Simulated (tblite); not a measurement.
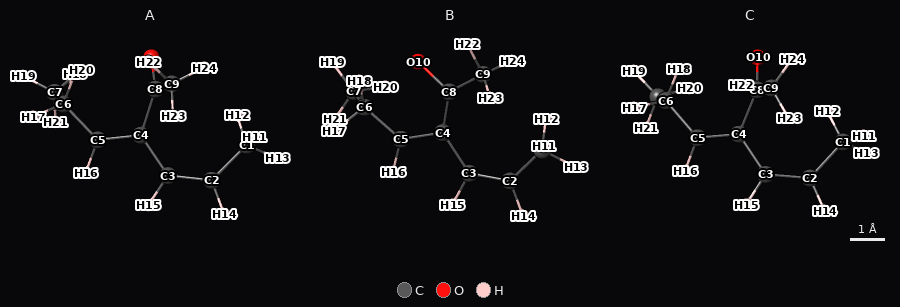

3 geometries from one relaxation of C9H14O, in shuffled order. Style: ball-and-stick. Shown at a tilt.

The calculation used GFN2-xTB geometry optimisation, gas phase (tblite). 

### Put them in the order of the run, from the start to the converged end.

B, A, C. They are steps 0, 46, 180, at +247.6 kJ/mol, +15.5 kJ/mol relative to the last. Over 180 geometry steps the energy falls by 247.6 kJ/mol. The largest move after the best rigid fit is that of H22, 1.52 Å. By element the largest moves are H 1.52 Å, O 1.35 Å, C 0.70 Å. Among the contacts that change: C8–O10 1.315 → 1.209 Å, C6–H17 1.198 → 1.095 Å, C4–C8 1.409 → 1.492 Å, C9–H22 1.163 → 1.090 Å. Bond angles that change, for instance: C4–C8–C9 134.9° → 113.9°, C5–C6–H18 126.1° → 111.0°, C3–C4–C8 134.2° → 119.4°. Groups turn about C8–C9 by about 85°, C4–C8 by about 45°, C1–C2 by about 35°. Cost: 1.8 s on 1 thread of Intel(R) Xeon(R) CPU @ 2.60GHz (shared host).
